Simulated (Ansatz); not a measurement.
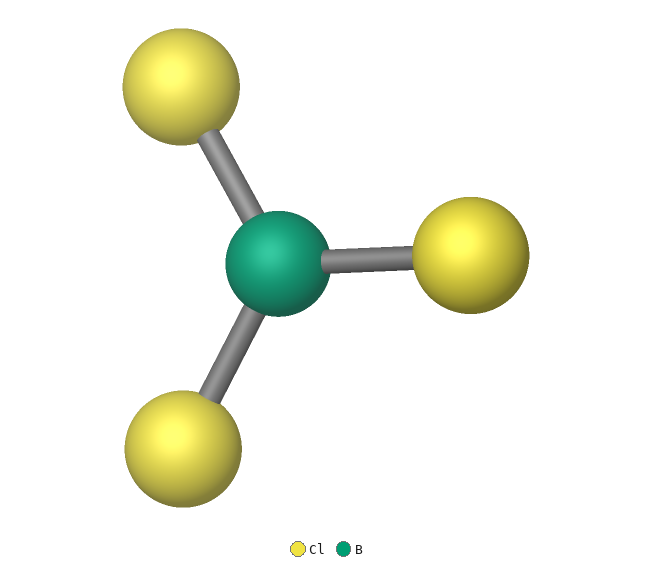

Rendered structure (ball-and-stick style).

**Give the formula.**

BCl₃, 4 atoms: 1 boron and 3 chlorine.

**Count the bonded pairs by element.**

3 B–Cl.

**How many sets of symmetry-equivalent atoms are there?**

2: 3 Cl, 1 B.

**Give the symmetry (Schoenflies symbol).**

D3h.

**Write the SMILES.**

ClB(Cl)Cl

The parts below concern this one geometry. Atoms keep their numbers from picture to picture. The geometry was computed by an optimisation with PBE0-D4/def2-TZVP.

**Levels of theory compared**

Program: Ansatz 0.2.0.

Tabulate vertical IP (eV) at these levels: B2PLYP (frozen core)/def2-TZVPP; B3LYP-D4/def2-TZVPP; CCSD(T)/CBS (from def2-TZVPP and def2-QZVPP); PBE-D4/def2-TZVPP; PBE0-D4/def2-TZVPP; r2SCAN-D4/def2-TZVPP; ωB97M-V/def2-TZVPP; ωB97X-V/def2-TZVPP.

```csv
level,vertical IP (eV)
B2PLYP (frozen core)/def2-TZVPP,11.37
B3LYP-D4/def2-TZVPP,11.21
CCSD(T)/CBS (from def2-TZVPP and def2-QZVPP),11.97
PBE-D4/def2-TZVPP,10.79
PBE0-D4/def2-TZVPP,11.31
r2SCAN-D4/def2-TZVPP,11.05
ωB97M-V/def2-TZVPP,11.64
ωB97X-V/def2-TZVPP,11.75
```

**Thermal motion**

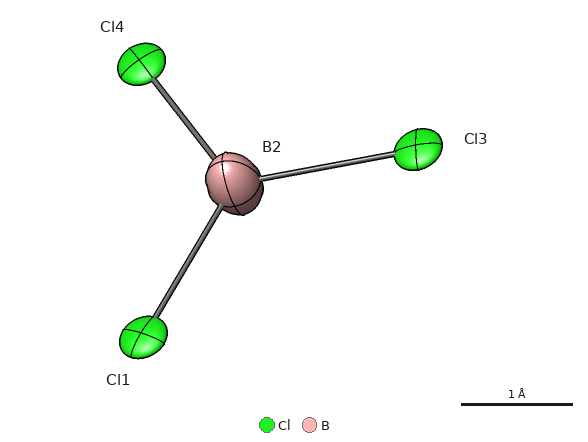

Displacement ellipsoids at the 50 % level, enlarged 3 times, from the internal vibrations of the free molecule (harmonic, no overall translation or rotation; no half-axis is drawn under 0.075 Å). Vibrations computed with RKS PBE0-D4/def2-TZVP (Ansatz 0.2.0). Temperature: 600 K.

**Which atom has the largest mean-square displacement?**

B2, with U_eq = 0.0039 Å².

List U_eq and the three principal root-mean-square amplitudes for each kind of atom.

```tsv
atom	U_eq (Å²)	rms amplitudes (Å)
Cl1, Cl3, Cl4	0.0016	0.008, 0.048, 0.049
B2	0.0039	0.053, 0.053, 0.079
```

**Charges**

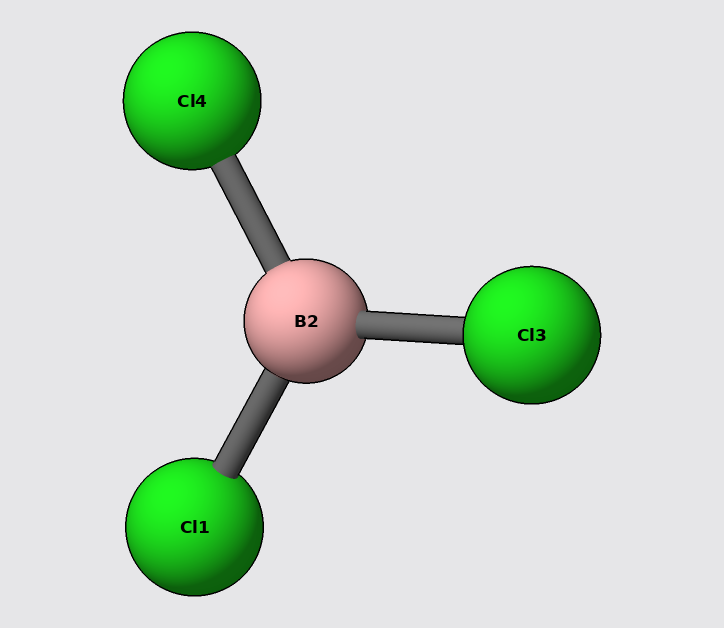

The questions are on Mulliken charges. Method: RKS B3LYP-D4/def2-TZVPP (Ansatz 0.2.0).

List the Mulliken charges.

```json
{"atom": "Cl1", "value (e)": "−0.09"}
{"atom": "B2", "value (e)": "0.28"}
{"atom": "Cl3", "value (e)": "−0.09"}
{"atom": "Cl4", "value (e)": "−0.09"}
```

Mulliken values depend strongly on the basis set and can even reverse the polarity of a bond.
